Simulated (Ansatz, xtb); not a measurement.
## Ligand exchange: NaCl + CH2BrI → NaI + CH2BrCl

Species: NaCl, singlet; CH2BrI (bromoiodomethane) `BrCI`, singlet; NaI (Sodium Iodide), singlet; CH2BrCl (bromochloromethane) `ClCBr`, singlet. The partners trade Cl for I: Na–Cl and C–I bonds give way to Na–I and C–Cl.

Shapes, held fixed at every level: PBE0-D4/def2-TZVP. Programs: Ansatz 0.2.0, xtb 6.7.1. The zero-point and thermal change to 298 K, harmonic and unscaled (PBE0-D4/def2-TZVP), is +2.0 kJ/mol.

```tsv
level	kind	ΔH(298 K) (kJ/mol)	less CCSD(T)/def2-TZVPP	CPU time (sum over the molecules)
GFN2-xTB	semi-empirical	-45.5	-32.9	0.18 s
HF/def2-SVP	Hartree–Fock	-34.5	-21.9	–
HF/def2-TZVPP	Hartree–Fock	-32.7	-20.1	–
r2SCAN-D4/def2-TZVPP	meta-GGA	-16.9	-4.3	18 s
B3LYP-D4/def2-TZVPP	global hybrid	-12.9	-0.3	14 s
BHLYP-D4/def2-TZVPP	global hybrid	-18.9	-6.3	12 s
r2SCAN0-D4/def2-TZVPP	global hybrid	-21.5	-8.9	19 s
CCSD(T)/def2-SVP	coupled cluster or CI	-30.5	-17.9	8.3 s
CCSD(T)/def2-TZVPP	coupled cluster or CI	-12.6	0.0	59 s
```

The highest level, CCSD(T)/def2-TZVPP, gives ΔH(298 K) = -12.6 kJ/mol; the levels span -45.5 to -12.6. The column of differences is taken from that level and isn't an error. No measured value is set beside it here. For atoms past krypton def2 sets carry core potentials with scalar relativity. Relativity is left out for Br. Outer-core shells of Br, I, Na are correlated in most correlated rows, in sets that cover them unevenly. Times are processor times on shared x86 and Arm servers, and rough.

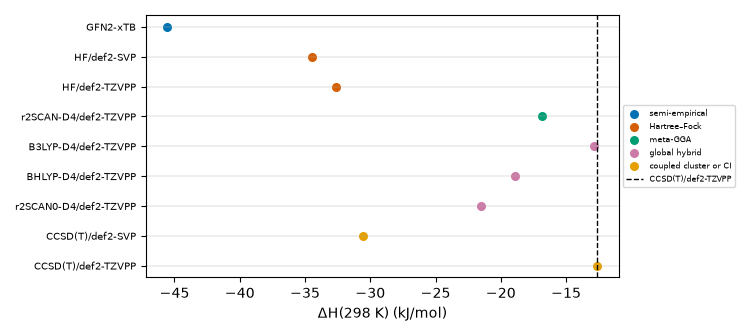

The values of the table, level by level.
